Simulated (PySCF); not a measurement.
**EPR calculation, with input and output: C$_{6}$H$_{4}$F$_{3}$O**

The run: EPR calculation of C$_{6}$H$_{4}$F$_{3}$O, multiplicity 2. Method and program: UKS B3LYP, pcH-1 on C F H O, non-relativistic, mean-field spin-orbit, GIAO (PySCF 2.14.0).

It belongs to a series of runs on one base structure; here: H removed from sp2 C.

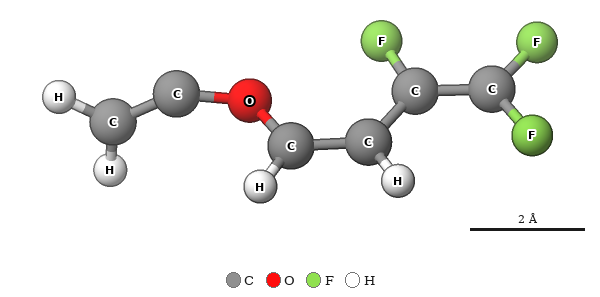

Figure 1. The structure (ball-and-stick view, seen at a tilt). Bond lengths as drawn: C–C 1.30 to 1.43 Å, C–F 1.33 to 1.35 Å, C–H 1.08 to 1.09 Å and C–O 1.29 to 1.33 Å.

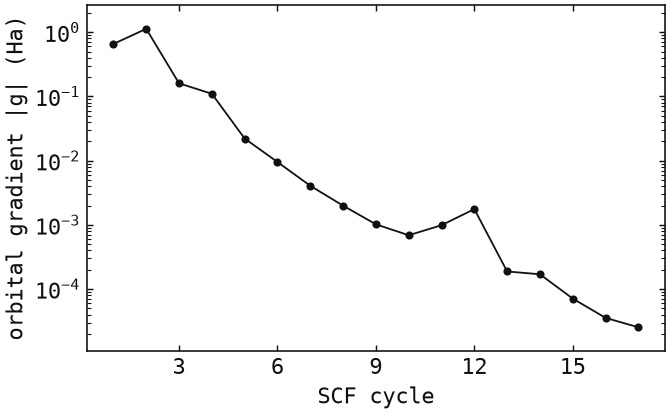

Figure 2. Convergence of the self-consistent field: orbital gradient |g| against the SCF cycle. All cycles printed in the log are drawn one after another.

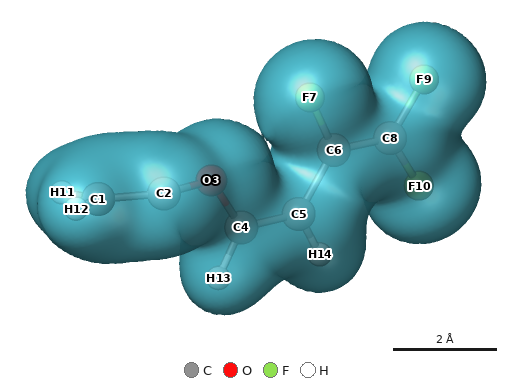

Figure 3. Isosurface of the total electron density at 0.1 e/Å³ (cyan), seen at a tilt. At this value the surface is in one piece. On the grid the lowest density along these lines, outside the cores, is 2.1 e/Å³ (C–O, 1.29 Å), 2.3 e/Å³ (C–C, 1.30 Å), 1.8 e/Å³ (C–F, 1.33 Å) and 1.8 e/Å³ (C–H, 1.08 Å).

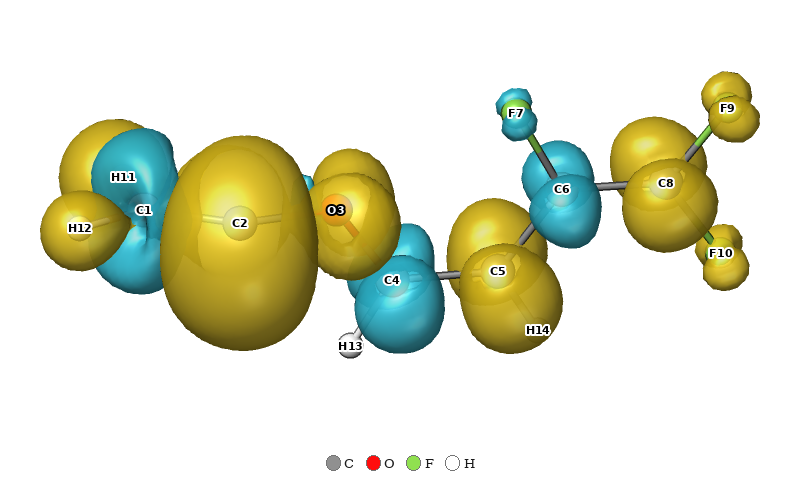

Figure 4. Isosurfaces of the spin density at +0.01 (yellow) and −0.01 e/Å³ (cyan), seen at a tilt. The unpaired spin (1 electron) lies mostly on C2 (about 0.7), O3 (about 0.1) and C5 (about 0.1), in electrons by Hirshfeld's partition.

These pictures come from the run below.

Input file
```
{"job": {"kind": "epr", "basis": "pcH-1"}, "charge": 0, "multiplicity": 2}
C     -3.340579     1.241692    -0.093788
C     -2.221665     0.837073     0.421635
O     -0.990909     0.558733     0.141522
C     -0.560043    -0.639738    -0.250624
C      0.763534    -0.955636    -0.319570
C      1.845493    -0.084810     0.000798
F      1.567832     1.164467     0.427550
C      3.146265    -0.422943    -0.087620
F      4.176340     0.360694     0.205245
F      3.558183    -1.623856    -0.494831
H     -3.464753     1.462583    -1.152991
H     -4.204814     1.419073     0.522515
H     -1.311849    -1.376061    -0.510906
H      1.036286    -1.941743    -0.653272
```

The first line tells a small driver script what to run in PySCF; the rest is the geometry in Å.

Command:
```bash
OMP_NUM_THREADS=1 python <driver script> task.json out
```

The program's output
```
UKS, coarse grid
  cycle   1  E = -605.48551257  |g| = 6.56e-01
  cycle   2  E = -605.18770033  |g| = 1.13e+00
  cycle   3  E = -605.62916104  |g| = 1.60e-01
  cycle   4  E = -605.63612632  |g| = 1.10e-01
  cycle   5  E = -605.64220105  |g| = 2.21e-02
  cycle   6  E = -605.64243792  |g| = 9.52e-03
  cycle   7  E = -605.64249020  |g| = 4.06e-03
  cycle   8  E = -605.64250779  |g| = 1.99e-03
  cycle   9  E = -605.64251427  |g| = 1.02e-03
  cycle  10  E = -605.64251527  |g| = 6.89e-04
UKS, final grid
  cycle   1  E = -605.64247005  |g| = 9.87e-04
  cycle   2  E = -605.64246935  |g| = 1.76e-03
  cycle   3  E = -605.64247079  |g| = 1.88e-04
  cycle   4  E = -605.64247090  |g| = 1.70e-04
  cycle   5  E = -605.64247100  |g| = 7.11e-05
  cycle   6  E = -605.64247101  |g| = 3.56e-05
  cycle   7  E = -605.64247101  |g| = 2.54e-05
E = -605.64247101 Eh   <S^2> = 0.7649 (exact 0.7500)
g shifts (ppm)      1          2          3
  rmc          -196       -196       -196
  gc             36          8          2
  oz_so        -906        -84       1323
  total       -1066       -272       1129
hyperfine (MHz)  atom isotope    a_iso     a_fc   dipolar eigenvalues
    0   13C      58.40      58.40    -18.47     -0.36     18.83
    1   13C     348.86     348.86    -74.08    -52.78    126.86
    2   17O     -65.87     -65.87    -43.42     21.19     22.23
    3   13C      -6.23      -6.23    -14.40      4.38     10.02
    4   13C      11.84      11.84    -10.52     -9.30     19.82
    5   13C     -11.07     -11.07     -7.30      3.14      4.17
    6   19F      -6.99      -6.99    -18.89      8.92      9.98
    7   13C      10.64      10.64     -8.66     -8.41     17.07
    8   19F      14.26      14.26    -24.55    -19.62     44.17
    9   19F      12.14      12.14    -20.66    -15.27     35.93
   10    1H     145.32     145.32     -4.79     -1.59      6.38
   11    1H      67.87      67.87     -6.73     -5.60     12.33
   12    1H       5.32       5.32     -4.18     -3.93      8.11
   13    1H      -7.80      -7.80     -4.64     -0.66      5.30
```

Summary

```json
{"quantity": "outcome", "value": "converged"}
{"quantity": "total energy", "value": "−605.642471 hartree"}
{"quantity": "⟨S²⟩", "value": "0.765"}
{"quantity": "isotropic g", "value": "2.0022"}
{"quantity": "hardware", "value": "1 CPU thread, shared host"}
{"quantity": "wall time", "value": "88 s"}
{"quantity": "peak memory", "value": "0.97 GiB"}
```
